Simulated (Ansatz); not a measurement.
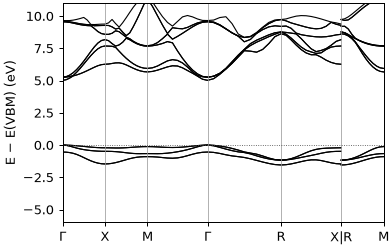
Fig. 1. Band structure from DFT-r²SCAN with spin–orbit coupling in the program Ansatz with PAW potentials

Read off the gap and where the band edges lie.

About 5.0 eV (5.02 eV by a search for the band edges); maximum at Γ, minimum at Γ.

The material is CsBr (CsCl type, Pm-3m).

The r²SCAN relaxation kept the symmetry of its start.

Potentials: the later of the program's two PAW sets.
